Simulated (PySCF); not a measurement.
# C5H15ClSi2: NMR shifts at several levels of theory, part 2 of 2

PySCF 2.14.0. Atoms count from 0. Earlier steps stand in the parts before.

## Step 7: NMR shieldings: PBE0/6-31G*

Job settings and geometry (Å):

```
{"job": {"kind": "nmr", "xc": "PBE0", "basis": "6-31G*", "pop": true}, "charge": 0, "multiplicity": 1}
C     -1.364460     1.587699    -1.270469
Si    -0.980710     0.131895    -0.135289
C     -1.533215     0.514233     1.629061
C     -1.834830    -1.424609    -0.768655
Si     1.332980    -0.234199    -0.250334
C      1.924100    -1.750669     0.684635
C      2.371410     1.262357     0.200751
Cl     1.659007    -0.607667    -2.303791
H     -0.976252     1.390786    -2.281856
H     -0.900227     2.516282    -0.902802
H     -2.450917     1.757823    -1.344761
H     -1.291442    -0.312700     2.315197
H     -2.623941     0.671019     1.664415
H     -1.050660     1.427166     2.011901
H     -2.926083    -1.280604    -0.825917
H     -1.466716    -1.676632    -1.775257
H     -1.640847    -2.285692    -0.109918
H      2.995899    -1.929295     0.504820
H      1.774541    -1.609606     1.767676
H      1.368757    -2.648268     0.373950
H      3.439904     1.066154     0.019492
H      2.241309     1.510103     1.266851
H      2.077076     2.138785    -0.395926
```

With the program's defaults for keys left out, this is: GIAO PBE0/6-31G* NMR shielding, non-relativistic, gas phase.

Standard output:

```text
coarse grid: 19608 points
cycle   1  E = -1238.1358647114  dE =  2.244e-01  |g| = 6.524e-01  |ddm| = 3.944e+00
cycle   2  E = -1238.1213224996  dE =  1.454e-02  |g| = 6.868e-01  |ddm| = 1.264e+00
cycle   3  E = -1238.2493401334  dE = -1.280e-01  |g| = 3.383e-02  |ddm| = 6.506e-01
cycle   4  E = -1238.2496669866  dE = -3.269e-04  |g| = 1.303e-02  |ddm| = 7.225e-02
cycle   5  E = -1238.2497225405  dE = -5.555e-05  |g| = 1.636e-03  |ddm| = 2.170e-02
cycle   6  E = -1238.2497232249  dE = -6.844e-07  |g| = 6.054e-04  |ddm| = 2.604e-03
final grid: 172224 points
cycle   7  E = -1238.1597125869  dE = -2.282e-05  |g| = 9.829e-03  |ddm| = 2.406e-02
cycle   8  E = -1238.1597061537  dE =  6.433e-06  |g| = 1.114e-02  |ddm| = 1.815e-02
cycle   9  E = -1238.1597386048  dE = -3.245e-05  |g| = 3.412e-04  |ddm| = 9.433e-03
cycle  10  E = -1238.1597386393  dE = -3.454e-08  |g| = 1.029e-04  |ddm| = 6.852e-04
cycle  11  E = -1238.1597386423  dE = -2.946e-09  |g| = 3.311e-05  |ddm| = 1.625e-04
cycle  12  E = -1238.1597386426  dE = -3.165e-10  |g| = 6.513e-06  |ddm| = 4.499e-05
converged SCF energy = -1238.1597386426

GIAO shielding tensors (ppm)
atom      isotropic    diamagn.    paramagn.     s11        s22        s33       span
  0 C      197.079     252.898     -55.819    195.105    196.732    199.401      4.296
  1 Si     430.330     882.277    -451.947    412.722    437.957    440.309     27.587
  2 C      196.658     252.690     -56.032    193.584    197.762    198.628      5.044
  3 C      197.167     252.865     -55.699    195.444    196.694    199.362      3.918
  4 Si     369.739     880.894    -511.155    346.567    347.130    415.519     68.952
  5 C      191.428     253.117     -61.689    182.358    193.412    198.514     16.156
  6 C      191.395     253.128     -61.733    182.269    193.348    198.568     16.299
  7 Cl     986.626    1150.246    -163.620    935.712   1002.391   1021.776     86.064
  8 H       31.492      31.292       0.199     26.452     30.922     37.100     10.648
  9 H       31.962      31.665       0.297     27.545     30.084     38.256     10.711
 10 H       31.911      30.307       1.604     27.327     29.190     39.216     11.889
 11 H       31.995      31.781       0.213     27.462     30.223     38.299     10.837
 12 H       31.790      30.363       1.427     27.337     29.165     38.867     11.530
 13 H       32.003      31.767       0.236     27.498     30.211     38.301     10.803
 14 H       31.915      30.305       1.610     27.331     29.201     39.214     11.882
 15 H       31.507      31.267       0.240     26.498     30.868     37.155     10.657
 16 H       31.950      31.643       0.307     27.511     30.067     38.271     10.760
 17 H       31.468      29.480       1.988     27.140     29.115     38.150     11.010
 18 H       31.986      31.466       0.520     27.772     29.795     38.390     10.618
 19 H       31.512      31.251       0.261     27.077     30.393     37.067      9.990
 20 H       31.471      29.487       1.984     27.150     29.116     38.146     10.996
 21 H       31.986      31.462       0.525     27.770     29.780     38.408     10.638
 22 H       31.513      31.264       0.249     27.077     30.432     37.031      9.954
```

It took 28 s on 1 thread, shared host.

This run: δ C5 2.7, C0 -2.8, Si4 48.4, Si1 -12.2, H17 0.31, H8 0.13 ppm (means over like atoms).

## Step 8: Nuclear shieldings: PBE0/6-311+G(2d,p)

Same as in step 7 but for these lines:

```diff
@@ -1,2 +1,2 @@
-{"job": {"kind": "nmr", "xc": "PBE0", "basis": "6-31G*", "pop": true}, "charge": 0, "multiplicity": 1}
+{"job": {"kind": "nmr", "xc": "PBE0", "basis": "6-311+G(2d,p)", "pop": true}, "charge": 0, "multiplicity": 1}
 C     -1.364460     1.587699    -1.270469
```

Level: GIAO PBE0/6-311+G(2d,p) NMR shielding, non-relativistic, gas phase.

Standard output:

```text
coarse grid: 19608 points
cycle   1  E = -1238.1979827490  dE =  1.740e-01  |g| = 6.775e-01  |ddm| = 3.955e+00
cycle   2  E = -1238.1749370888  dE =  2.305e-02  |g| = 7.336e-01  |ddm| = 1.208e+00
cycle   3  E = -1238.3101816806  dE = -1.352e-01  |g| = 3.863e-02  |ddm| = 6.150e-01
cycle   4  E = -1238.3104623847  dE = -2.807e-04  |g| = 2.306e-02  |ddm| = 9.317e-02
cycle   5  E = -1238.3106158934  dE = -1.535e-04  |g| = 2.828e-03  |ddm| = 3.655e-02
cycle   6  E = -1238.3106171662  dE = -1.273e-06  |g| = 1.381e-03  |ddm| = 5.559e-03
final grid: 172224 points
cycle   7  E = -1238.3138989229  dE = -7.099e-05  |g| = 1.009e-02  |ddm| = 9.095e-02
cycle   8  E = -1238.3138903860  dE =  8.537e-06  |g| = 1.170e-02  |ddm| = 1.708e-02
cycle   9  E = -1238.3139244900  dE = -3.410e-05  |g| = 4.496e-04  |ddm| = 8.898e-03
cycle  10  E = -1238.3139245291  dE = -3.908e-08  |g| = 2.104e-04  |ddm| = 1.011e-03
cycle  11  E = -1238.3139245403  dE = -1.115e-08  |g| = 4.619e-05  |ddm| = 3.678e-04
cycle  12  E = -1238.3139245408  dE = -5.389e-10  |g| = 9.612e-06  |ddm| = 6.663e-05
converged SCF energy = -1238.3139245408

GIAO shielding tensors (ppm)
atom      isotropic    diamagn.    paramagn.     s11        s22        s33       span
  0 C      189.521     249.952     -60.431    186.989    189.008    192.565      5.575
  1 Si     363.362     884.323    -520.961    338.412    375.371    376.302     37.890
  2 C      188.944     249.542     -60.598    185.100    189.854    191.878      6.778
  3 C      189.630     249.898     -60.268    187.394    188.939    192.557      5.163
  4 Si     313.803     881.658    -567.854    288.802    304.337    348.271     59.469
  5 C      183.592     250.931     -67.339    173.932    185.479    191.366     17.434
  6 C      183.568     250.944     -67.376    173.860    185.407    191.437     17.576
  7 Cl     943.761    1149.386    -205.625    882.469    944.385   1004.429    121.960
  8 H       30.995      31.634      -0.639     26.149     30.406     36.429     10.280
  9 H       31.494      31.875      -0.382     27.347     29.498     37.636     10.289
 10 H       31.431      31.003       0.428     27.250     28.611     38.432     11.181
 11 H       31.476      31.858      -0.381     27.224     29.614     37.592     10.368
 12 H       31.308      31.185       0.123     27.156     28.654     38.114     10.958
 13 H       31.487      31.868      -0.382     27.269     29.598     37.594     10.325
 14 H       31.437      31.003       0.434     27.253     28.620     38.437     11.184
 15 H       31.013      31.605      -0.592     26.204     30.355     36.480     10.275
 16 H       31.480      31.823      -0.343     27.314     29.476     37.651     10.337
 17 H       30.947      30.448       0.499     27.053     28.592     37.196     10.143
 18 H       31.411      31.867      -0.456     27.422     29.044     37.767     10.345
 19 H       30.994      31.713      -0.720     26.959     29.734     36.288      9.329
 20 H       30.951      30.452       0.499     27.064     28.597     37.192     10.128
 21 H       31.413      31.885      -0.472     27.418     29.036     37.786     10.368
 22 H       30.995      31.749      -0.754     26.961     29.773     36.250      9.289
```

It took 87 s on 1 thread, shared host.

Key values: δ C5 2.9, C0 -2.9, Si4 30.6, Si1 -18.9, H17 0.39, H8 0.16 ppm (means over like atoms).

## Step 9: Comparing the runs: NMR shifts

Shifts (ppm), means over like atoms, with basis size and wall time:

```tsv
run	C5	C0	H17	H8	Si4	Si1	Cl7	functions	time
PBE0/pcSseg-1	2.5	-3.4	0.38	0.13	35.0	-19.0	-20	232	47 s
B3LYP/pcSseg-1	2.7	-3.3	0.37	0.13	37.2	-16.8	-22	232	48 s
PBE0/STO-3G	1.9	0.3	0.37	0.16	35.0	-11.9	-158	67	9.8 s
PBE0/6-31G	2.5	-3.2	0.33	0.13	61.5	-10.7	-93	114	20 s
PBE0/6-31G*	2.7	-2.8	0.31	0.13	48.4	-12.2	-57	154	28 s
PBE0/6-311+G(2d,p)	2.9	-2.9	0.39	0.16	30.6	-18.9	4	330	87 s
measured	–	–	–	–	22.9	-18.2	–	–	–
```

Measured: solution; U. Herzog, Habilitationsschrift, TU Bergakademie Freiberg, 2002/2003.

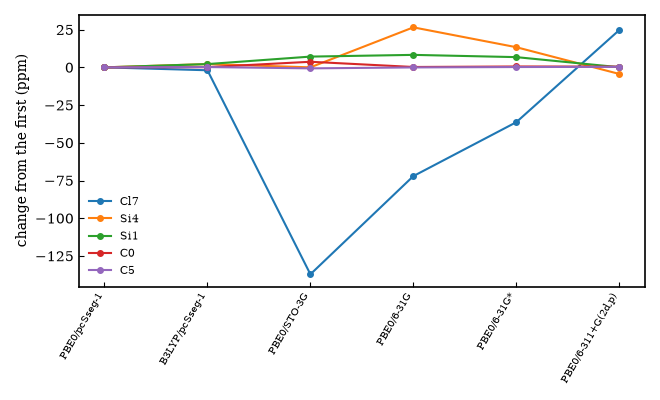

How five of the tabulated atoms move from run to run.

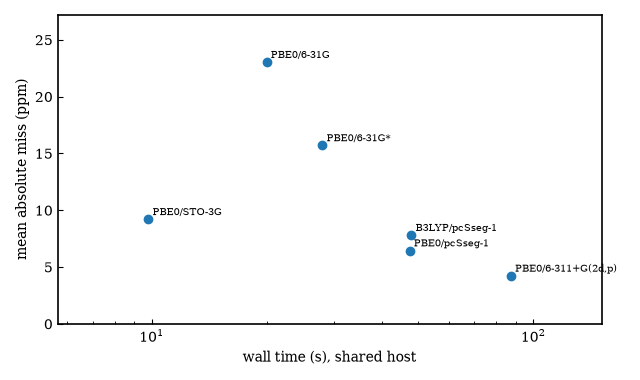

Cost against miss for the 2 measured ²⁹Si shifts.

## Step 10: Results

This closing draws on all 2 parts.

| quantity | value |
| --- | --- |
| point group | Cs |
| rotational constants (main isotopes) | 1.34, 0.82, 0.75 GHz |
| ¹³C shifts against TMS (PBE0/pcSseg-1, means over atoms taken as alike) | 2.5, -3.4 ppm |
| ¹H shifts against TMS (PBE0/pcSseg-1, means over atoms taken as alike) | 0.38, 0.13 ppm |
| ²⁹Si shifts against TMS (PBE0/pcSseg-1) | 35.0, -19.0 ppm |
| ³⁵Cl shifts against HCl (PBE0/pcSseg-1) | -20 ppm |
| measured, and computed on the same scale | Si4 δ 22.9, 35.0; Si1 δ -18.2, -19.0 ppm |
| range of the shift of Cl7 | -158 to 4 ppm |
| property runs in this session | 6, of which 0 failed and 1 gave unsound results |

What this shows: Single values in the summary come from the first run of each kind that ended normally (PBE0/pcSseg-1), which need not be the best level. Relaxing lowered the energy by 0.171 eV in 8 steps; the close pair that moved most is Si4–Cl7, from 2.059 to 2.112 Å. At PBE0/pcSseg-1: The widest tensor belongs to Cl7: span 94 ppm, with a paramagnetic part of -187 ppm. 2 measured ²⁹Si shifts can be compared: mean absolute error 6.5 ppm, mean signed error +5.6 ppm. Vibration, temperature and solvent are missing from the calculation, and it holds one conformer, so part of the miss against the measured shifts is not the functional's. Across the 6 runs the shift of Cl7 moves most, between -158 (PBE0/STO-3G) and 4 ppm (PBE0/6-311+G(2d,p)). A minimal basis is unusable for shieldings, so that end is no result. For the 2 measured ²⁹Si shifts, PBE0/6-311+G(2d,p) misses least (4.2 ppm, 87 s) and PBE0/6-31G most (23.0 ppm, 20 s); the quickest, PBE0/STO-3G, misses by 9.2 ppm in 9.8 s. One molecule ranks no method: errors cancel, and vibration and temperature are missing from all runs.
